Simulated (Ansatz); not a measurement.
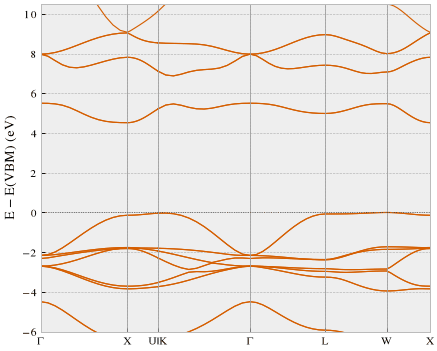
Figure: Band structure from r²SCAN with spin–orbit coupling (plane waves, PAW; program Ansatz)

**Question.** Read off the gap and where the band edges lie.

**Answer.** About 4.5 eV (4.52 eV by a search for the band edges); maximum at W, minimum at X.

The material is PbF2 (fluorite, Fm-3m).

Symmetry was held in the r²SCAN relaxation; phonons on a q-mesh show no instability.

Potentials: the later of the program's two PAW sets.
